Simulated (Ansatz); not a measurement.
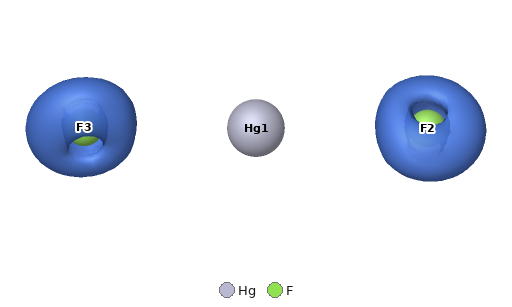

The picture shows: Hg···F···F (charge +1, quartet). Isosurface of the electron localisation function at 0.75 (blue), seen from one side. Only the valence region is drawn (cores and ρ < 0.01 e/Å³ removed).

Geometry: PBE-D4/def2-TZVP; core potentials replace the inner electrons of Hg.

Computed with UKS PBE0-D4/def2-TZVP (Ansatz).

```xyz
3

Hg   -0.0002   -0.0009   -0.0020
F    -2.3972    1.2095   -0.3183
F     2.3974   -1.2086    0.3203
```

Question: What do the ELF domains correspond to?

Answer: At this value the surface marks out two regions wrapped around F (the valence shell of each). Profiles from the grid: Hg1···F2 (2.70 Å): the ELF dips to about 0.05 between them. Hg1···F2 (2.70 Å): the ELF dips to about 0.05 between them.
